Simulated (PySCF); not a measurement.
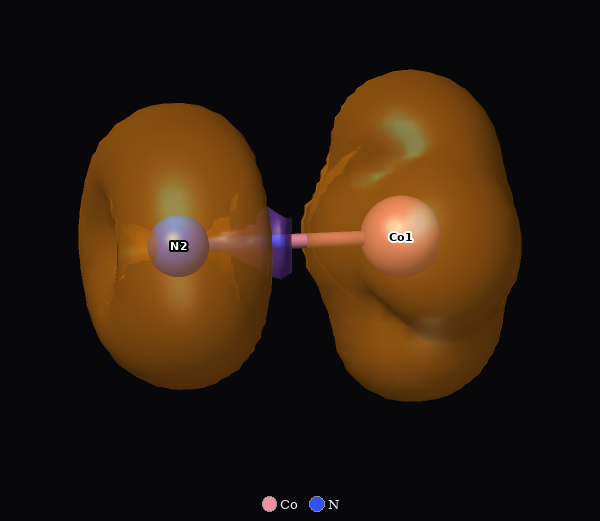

The picture shows: CoN (quintet). Isosurfaces of the spin density at +0.1 (orange) and −0.1 e/Å³ (purple), seen from one side.

The calculation used PySCF 2.14.0, PBE0/def2-TZVPP, non-relativistic Hamiltonian with scalar-relativistic core potentials where named, at a bond length of 1.634 Å.

Which atoms carry the spin?

The unpaired spin (4 electrons) lies mostly on Co1 (about 2.7) and N2 (about 1.3), in electrons by Hirshfeld's partition.
